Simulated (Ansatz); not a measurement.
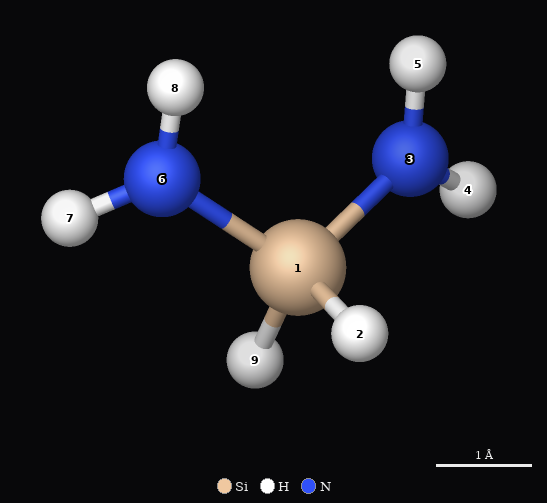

This is the input geometry for a relaxation of SiN$_{2}$H$_{6}$. The picture is a ball-and-stick view, seen at a tilt.

The run prepares the start of a later molecular dynamics calculation, from a guessed geometry.

All numbers below come from RKS PBE0-D4/6-31G in Ansatz 0.2.0.

The input:
```yaml
crystal:
  periodic: [false, false, false]
  atoms:
    - { symbol: Si, position_ang: [0.0, 0.0, 0.0] }
    - { symbol: H, position_ang: [0.0, 0.0, 1.46] }
    - { symbol: "N", position_ang: [1.7163, 0.0, -0.6061] }
    - { symbol: H, position_ang: [2.2145, -0.918, -0.7868] }
    - { symbol: H, position_ang: [2.2175, 0.918, -0.7783] }
    - { symbol: "N", position_ang: [-0.8572, 1.4851, -0.6061] }
    - { symbol: H, position_ang: [-1.8773, 1.43, -0.8888] }
    - { symbol: H, position_ang: [-0.3367, 2.4058, -0.6766] }
    - { symbol: H, position_ang: [-0.6877, -1.1914, -0.4862] }
basis:
  gaussian: { orbitals: "6-31G" }
hamiltonian:
  xc: pbe0
  dispersion: d4
relax:
  f_tol: 0.02
  max_steps: 40
```

Launched with:
```bash
ansatz run input.yaml --threads 1 --pin off --max-ram 2048MiB --backend cpu --events-out ev --progress --plain --runs-dir out
```

Q: What does the optimiser find from here?

A: After 11 accepted moves (14 points after the start) the energy has fallen by 15.9 kcal/mol. Largest force component: 2.2 eV/Å at the start, 0.015 eV/Å at the end. The line search rejected the trial steps at points 9, 11, 13 of the run. The forces were under the threshold at step 8, but the run went on from there. The atom that moves furthest after the best rigid fit is H5 (0.79 Å). Largest moves by element: H 0.79 Å, Si 0.15 Å, N 0.11 Å. Near-neighbour distances that change, for instance: Si1–N3 1.820 → 1.761 Å, N3–H4 1.060 → 1.007 Å, Si1–H2 1.460 → 1.503 Å. Among the angles between lasting bonds that change: N3–Si1–N6 109.5° → 120.9°, H4–N3–H5 120.0° → 114.1°, H2–Si1–H9 109.5° → 115.0°. Groups turn about Si1–N3 by about 60°, Si1–N6 by about 55°. Cost: 14 s on 1 thread of AMD EPYC 9R45 96-Core Processor (Zen 5), with other jobs on the host, peak memory 0.12 GiB.

History of the run:

```tsv
step	E − E(0), kcal/mol	largest force component, eV/Å	note
0	0.00	2.2064	
1	-9.07	0.9876	
2	-10.99	0.3212	
3	-12.41	0.3216	
4	-13.07	1.0222	
5	-15.52	0.1709	
6	-15.72	0.1566	
7	-15.85	0.0610	
8	-15.87	0.0126	
9	-15.87	0.1342	rejected
10	-15.88	0.0155	
11	-15.88	0.0777	rejected
12	-15.89	0.0198	
13	-15.89	0.0549	rejected
14	-15.89	0.0148
```

Final geometry:

```xyz
9

Si    0.0774    0.1327    0.0148
H     0.2443    0.4384    1.4765
N     1.7069   -0.1078   -0.6077
H     1.9016   -0.6768   -1.4160
H     2.5052    0.3989   -0.2601
N    -0.9485    1.4198   -0.6108
H    -1.5151    1.3141   -1.4370
H    -0.9320    2.3568   -0.2410
H    -0.6505   -1.1466   -0.2875
```

The end point in the same view:

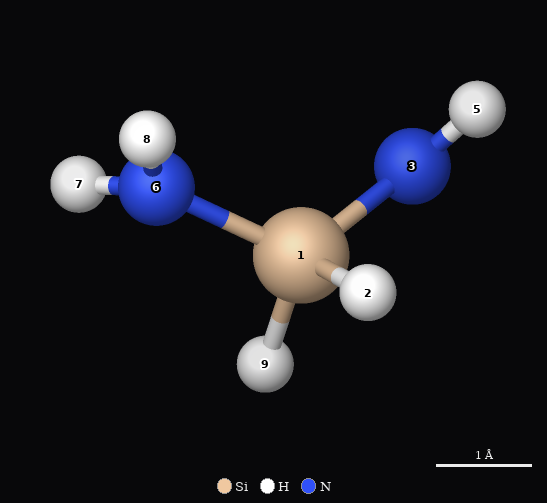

Limits of the set-up: the basis has no polarisation functions, which atoms past neon need.
